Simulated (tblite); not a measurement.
## Geometry relaxation of CH₈NSi₃ (charge −1)

- system: CH₈NSi₃, charge −1
- method: GFN2-xTB geometry optimisation, gas phase (tblite 0.8.0)

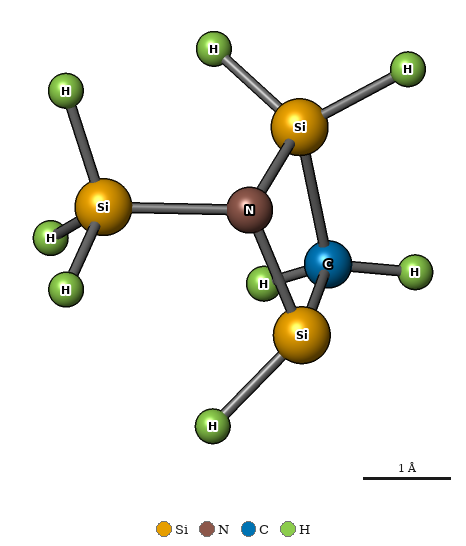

Figure 1. The input geometry (ball-and-stick view, seen at a tilt).

### Key numbers

```json
{"quantity": "outcome", "value": "converged"}
{"quantity": "total energy", "value": "−394.8551 eV"}
{"quantity": "hardware", "value": "1 CPU thread, shared host"}
{"quantity": "wall time", "value": "0.88 s"}
{"quantity": "peak memory", "value": "0.18 GiB"}
```

### The input
```
{"job": {"xc": "GFN2-xTB", "basis": "xTB", "kind": "relax"}, "charge": -1, "multiplicity": 1}
Si     1.796500     0.204700    -0.122600
N      0.337700     0.845100     0.463800
Si    -0.751200     1.233900    -0.752600
C     -1.719400    -0.352200    -0.375300
Si    -0.624400    -0.363800     1.180700
H      2.512600     1.277200    -0.844700
H      2.627700    -0.221800     1.016900
H      1.564100    -0.938200    -1.028200
H     -0.154900     1.170500    -2.108100
H     -1.540100    -1.176100    -1.064600
H     -2.788600    -0.227300    -0.185500
H      0.058400    -1.652400     1.438600
H     -1.322900     0.200900     2.364000
```

The first line tells a small driver script what to run in tblite; the rest is the geometry in Å.

Run as:
```bash
OMP_NUM_THREADS=1 python <driver script> task.json out
```

### Output
```
step      E/eV     max force
  0    -393.63212    6.064
  1    -394.17558    2.351
  2    -394.31616    1.237
  3    -394.38689    0.500
  4    -394.41777    0.429
  5    -394.44373    0.412
  6    -394.46992    0.502
  7    -394.49970    0.487
  8    -394.52162    0.565
  9    -394.53755    0.397
 10    -394.55102    0.357
 11    -394.56371    0.296
 12    -394.57418    0.309
 13    -394.58547    0.315
 14    -394.59808    0.285
 15    -394.61037    0.285
 16    -394.62041    0.320
 17    -394.63014    0.300
 18    -394.63894    0.255
 19    -394.64681    0.249
 20    -394.65650    0.301
 21    -394.66564    0.325
 22    -394.67197    0.287
 23    -394.67665    0.211
 24    -394.68023    0.172
 25    -394.68333    0.205
 26    -394.68703    0.234
 27    -394.69112    0.193
 28    -394.69458    0.197
 29    -394.69718    0.153
 30    -394.69951    0.143
 31    -394.70172    0.136
 32    -394.70381    0.153
 33    -394.70557    0.139
 34    -394.70704    0.095
 35    -394.70873    0.128
 36    -394.71124    0.158
 37    -394.71482    0.193
 38    -394.71859    0.192
 39    -394.72178    0.154
 40    -394.72484    0.150
 41    -394.72808    0.173
 42    -394.73260    0.230
 43    -394.73909    0.264
 44    -394.74566    0.271
 45    -394.75117    0.245
 46    -394.75688    0.240
 47    -394.76245    0.233
 48    -394.76994    0.242
 49    -394.77955    0.320
 50    -394.79093    0.357
 51    -394.80656    0.443
 52    -394.81650    0.318
 53    -394.82285    0.173
 54    -394.82555    0.168
 55    -394.82896    0.140
 56    -394.83444    0.110
 57    -394.83714    0.102
 58    -394.83919    0.101
 59    -394.84088    0.107
 60    -394.84226    0.082
 61    -394.84349    0.087
 62    -394.84440    0.095
 63    -394.84531    0.080
 64    -394.84635    0.070
 65    -394.84735    0.066
 66    -394.84798    0.052
 67    -394.84827    0.046
 68    -394.84845    0.032
 69    -394.84862    0.030
 70    -394.84887    0.033
 71    -394.84909    0.039
 72    -394.84931    0.037
 73    -394.84948    0.029
 74    -394.84965    0.030
 75    -394.84981    0.031
 76    -394.84999    0.033
 77    -394.85017    0.036
 78    -394.85033    0.033
 79    -394.85045    0.026
 80    -394.85056    0.028
 81    -394.85067    0.029
 82    -394.85083    0.043
 83    -394.85102    0.055
 84    -394.85123    0.048
 85    -394.85141    0.033
 86    -394.85157    0.032
 87    -394.85172    0.040
 88    -394.85188    0.042
 89    -394.85201    0.032
 90    -394.85210    0.027
 91    -394.85216    0.029
 92    -394.85220    0.022
 93    -394.85225    0.019
 94    -394.85229    0.016
 95    -394.85233    0.022
 96    -394.85237    0.024
 97    -394.85242    0.021
 98    -394.85248    0.021
 99    -394.85256    0.021
100    -394.85267    0.026
101    -394.85282    0.031
102    -394.85299    0.029
103    -394.85312    0.019
104    -394.85320    0.021
105    -394.85326    0.019
106    -394.85333    0.018
107    -394.85344    0.023
108    -394.85358    0.034
109    -394.85376    0.052
110    -394.85396    0.057
111    -394.85415    0.041
112    -394.85434    0.031
113    -394.85447    0.026
114    -394.85454    0.027
115    -394.85462    0.029
116    -394.85472    0.023
117    -394.85481    0.033
118    -394.85489    0.033
119    -394.85495    0.025
120    -394.85499    0.018
121    -394.85501    0.011
122    -394.85503    0.009
123    -394.85504    0.007
124    -394.85504    0.006
125    -394.85505    0.004
126    -394.85505    0.005
127    -394.85505    0.003
128    -394.85506    0.004
129    -394.85506    0.005
130    -394.85506    0.004
131    -394.85506    0.002
```

### Trajectory as extended XYZ (Å, eV, eV/Å), 8 of the 12 frames kept, from step=0 to step=131
```
13
Properties=species:S:1:pos:R:3:forces:R:3 step=0 energy=-393.63212
Si    1.7965    0.2047   -0.1226    0.4240   0.3810   0.0530
N     0.3377    0.8451    0.4638    4.1580  -0.9380   2.3170
Si   -0.7512    1.2339   -0.7526   -3.7560   3.7030  -2.9920
C    -1.7194   -0.3522   -0.3753   -0.1430  -0.5770   0.4890
Si   -0.6244   -0.3638    1.1807   -1.3930  -0.9800   0.3600
H     2.5126    1.2772   -0.8447   -0.0590  -0.1360   0.0610
H     2.6277   -0.2218    1.0169    0.0710  -0.1090   0.0020
H     1.5641   -0.9382   -1.0282    0.4070  -0.1230  -0.0020
H    -0.1549    1.1705   -2.1081    0.2990  -0.5080  -0.3400
H    -1.5401   -1.1761   -1.0646   -0.2270  -0.3660   0.0910
H    -2.7886   -0.2273   -0.1855    0.0330  -0.2240  -0.2380
H     0.0584   -1.6524    1.4386   -0.0900   0.0480   0.2990
H    -1.3229    0.2009    2.3640    0.2750  -0.1710  -0.0980
13
Properties=species:S:1:pos:R:3:forces:R:3 step=23 energy=-394.67665
Si    2.0162    0.1836   -0.1198    0.0670   0.0640  -0.0260
N     0.4531    0.5860    0.3335    0.0210   0.0050  -0.0060
Si   -0.9692    1.4171   -0.7388   -0.0790  -0.1900  -0.0460
C    -1.8814   -0.2793   -0.3423   -0.0090   0.0130  -0.0680
Si   -0.7130   -0.3970    1.1275   -0.1210  -0.0130  -0.0950
H     2.6575    1.3437   -0.7629   -0.0220   0.0740  -0.0350
H     2.8673   -0.1727    1.0441   -0.0290  -0.0530   0.0540
H     2.1883   -0.9485   -1.0773    0.0240  -0.0190   0.0490
H    -0.4674    1.1042   -2.1358    0.0370   0.0480   0.0330
H    -1.6560   -1.0813   -1.0549   -0.0680  -0.0030  -0.0010
H    -2.9617   -0.3086   -0.1629    0.0770   0.1120   0.0760
H    -0.2806   -1.7477    1.5568    0.0210  -0.0080   0.0440
H    -1.2575    0.3009    2.3150    0.0800  -0.0290   0.0190
13
Properties=species:S:1:pos:R:3:forces:R:3 step=35 energy=-394.70873
Si    2.0763    0.2019   -0.1112   -0.0490   0.0010   0.0540
N     0.4634    0.4899    0.2406   -0.0040  -0.0540   0.0420
Si   -0.9748    1.3647   -0.7581    0.0260   0.0740  -0.0850
C    -1.9255   -0.2872   -0.3460   -0.0630   0.0150   0.0000
Si   -0.7096   -0.4404    1.0838    0.0090  -0.0190   0.0140
H     2.6466    1.4115   -0.7293    0.0390   0.0230  -0.0010
H     2.8676   -0.1414    1.1019   -0.0160   0.0490   0.0180
H     2.3702   -0.9271   -1.0381    0.0220  -0.0320  -0.0440
H    -0.4928    1.1303   -2.1731    0.0080  -0.0710   0.0160
H    -1.8417   -1.1127   -1.0602    0.0670  -0.0170   0.0040
H    -2.9819   -0.2084   -0.0857   -0.0830   0.0530   0.0820
H    -0.3406   -1.7938    1.5775    0.0320   0.0320  -0.0740
H    -1.1617    0.3132    2.2802    0.0120  -0.0550  -0.0250
13
Properties=species:S:1:pos:R:3:forces:R:3 step=59 energy=-394.84088
Si    2.1345    0.3549    0.0252   -0.0150   0.0250  -0.0060
N     0.4549    0.3833    0.0317   -0.0280  -0.0480  -0.0400
Si   -0.8523    1.1655   -1.1815    0.0190   0.0060   0.0050
C    -2.0691   -0.0396   -0.2253   -0.0330  -0.0320  -0.0100
Si   -0.6564   -0.5893    0.8950   -0.0650   0.0080  -0.0070
H     2.6396    1.6041   -0.5654    0.0070   0.0470  -0.0320
H     2.6762    0.2265    1.3984    0.0350   0.0020   0.0360
H     2.7902   -0.7491   -0.7348   -0.0370  -0.0120   0.0130
H    -0.5816    0.2983   -2.3985    0.0480   0.0040   0.0390
H    -2.5124   -0.8550   -0.8118    0.0280   0.0460   0.0920
H    -2.8995    0.4553    0.2932    0.0760  -0.0580  -0.0210
H    -0.3223   -2.0411    0.9262   -0.0600   0.0230  -0.0250
H    -0.8060   -0.2132    2.3299    0.0240  -0.0110  -0.0430
13
Properties=species:S:1:pos:R:3:forces:R:3 step=71 energy=-394.84909
Si    2.1351    0.3857    0.0427   -0.0180  -0.0070   0.0020
N     0.4560    0.3538    0.0015    0.0150   0.0010   0.0110
Si   -0.8345    1.1264   -1.2256   -0.0020  -0.0130   0.0140
C    -2.0735   -0.0150   -0.2152    0.0020   0.0240   0.0310
Si   -0.6559   -0.6168    0.8642   -0.0040   0.0130   0.0140
H     2.6200    1.6415   -0.5552   -0.0050   0.0040  -0.0290
H     2.6637    0.2938    1.4268    0.0010   0.0100   0.0100
H     2.8152   -0.7255   -0.6812    0.0100  -0.0010  -0.0060
H    -0.5676    0.2016   -2.3970    0.0130   0.0000   0.0060
H    -2.5884   -0.8176   -0.7516   -0.0030  -0.0080  -0.0280
H    -2.8468    0.5315    0.3334   -0.0050   0.0060  -0.0070
H    -0.3921   -2.0811    0.8271   -0.0050  -0.0040   0.0110
H    -0.7356   -0.2778    2.3124    0.0010  -0.0260  -0.0270
13
Properties=species:S:1:pos:R:3:forces:R:3 step=95 energy=-394.85233
Si    2.1345    0.3888    0.0398   -0.0140   0.0050   0.0160
N     0.4558    0.3394    0.0368    0.0050  -0.0020  -0.0030
Si   -0.8065    1.1327   -1.1988   -0.0040  -0.0010  -0.0080
C    -2.0703   -0.0043   -0.2137    0.0000  -0.0010   0.0000
Si   -0.6706   -0.6396    0.8714    0.0100   0.0010   0.0010
H     2.5672    1.6229   -0.6381    0.0110  -0.0060  -0.0080
H     2.7015    0.3742    1.4125   -0.0050   0.0070   0.0010
H     2.8192   -0.7416   -0.6492    0.0020  -0.0090  -0.0010
H    -0.5223    0.2143   -2.3730   -0.0090   0.0080   0.0130
H    -2.5873   -0.7911   -0.7722   -0.0020  -0.0040  -0.0040
H    -2.8454    0.5459    0.3289    0.0060  -0.0030   0.0010
H    -0.4216   -2.1069    0.8134    0.0000   0.0050  -0.0070
H    -0.7587   -0.3341    2.3245   -0.0010   0.0000  -0.0010
13
Properties=species:S:1:pos:R:3:forces:R:3 step=107 energy=-394.85344
Si    2.1342    0.3955    0.0491   -0.0030  -0.0110  -0.0090
N     0.4552    0.3491    0.0421    0.0100  -0.0090   0.0020
Si   -0.8101    1.1385   -1.1958   -0.0080   0.0150  -0.0110
C    -2.0720    0.0006   -0.2107    0.0070   0.0130   0.0180
Si   -0.6672   -0.6521    0.8559    0.0090   0.0060   0.0070
H     2.5777    1.5890   -0.6905   -0.0040   0.0070  -0.0110
H     2.7029    0.4549    1.4193   -0.0080  -0.0030   0.0160
H     2.8171   -0.7718   -0.5800   -0.0040  -0.0010   0.0110
H    -0.5275    0.2171   -2.3663   -0.0050   0.0030  -0.0010
H    -2.6066   -0.7757   -0.7664   -0.0030  -0.0080  -0.0170
H    -2.8303    0.5550    0.3503   -0.0130   0.0010  -0.0090
H    -0.4119   -2.1145    0.7595    0.0050  -0.0180   0.0000
H    -0.7659   -0.3850    2.3158    0.0170   0.0050   0.0020
13
Properties=species:S:1:pos:R:3:forces:R:3 step=131 energy=-394.85506
Si    2.1353    0.3906    0.0559   -0.0010   0.0000   0.0010
N     0.4571    0.3434    0.0287    0.0000   0.0010  -0.0010
Si   -0.8253    1.1708   -1.1702    0.0000  -0.0010   0.0010
C    -2.0731    0.0002   -0.2057    0.0000   0.0020  -0.0010
Si   -0.6589   -0.6643    0.8418    0.0000   0.0000  -0.0010
H     2.5884    1.5246   -0.7670    0.0000   0.0000  -0.0010
H     2.6868    0.5516    1.4263    0.0000   0.0000   0.0010
H     2.8185   -0.8258   -0.4698    0.0020  -0.0010  -0.0010
H    -0.5577    0.2881   -2.3728    0.0000   0.0000  -0.0010
H    -2.5962   -0.7699   -0.7819    0.0010   0.0000   0.0010
H    -2.8412    0.5311    0.3650    0.0000  -0.0010   0.0000
H    -0.4039   -2.1268    0.7260    0.0000  -0.0020   0.0010
H    -0.7342   -0.4132    2.3059   -0.0010   0.0000   0.0010
```
